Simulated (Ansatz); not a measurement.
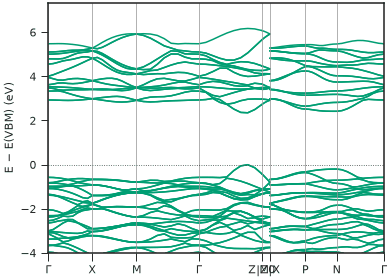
Figure. Band structure from plane-wave PAW PBEsol with spin–orbit coupling (Ansatz code)

Task: Read off the gap and where the band edges lie.

Result: About 2.3 eV (2.34 eV by a search for the band edges); maximum on the Γ–Z line, 75 % of the way from Γ, minimum on the Γ–Z line, 74 % of the way from Γ.

The material is VBiO₄ in space group I4_1/amd (No. 141; V on 4b, Bi on 4a, O on 16h).

The workflow started from a Materials Project entry (that database holds measured and hypothetical structures alike); the Crystallography Open Database files this formula in space group No. 141, but the cells were not matched. It is not the phase usual at ambient conditions (space group No. 88). Symmetry was held in the PBEsol relaxation; its stability against distortions is not shown here. No spin polarisation was allowed. No Hubbard U is applied.

Potentials: the later of the program's two PAW sets.
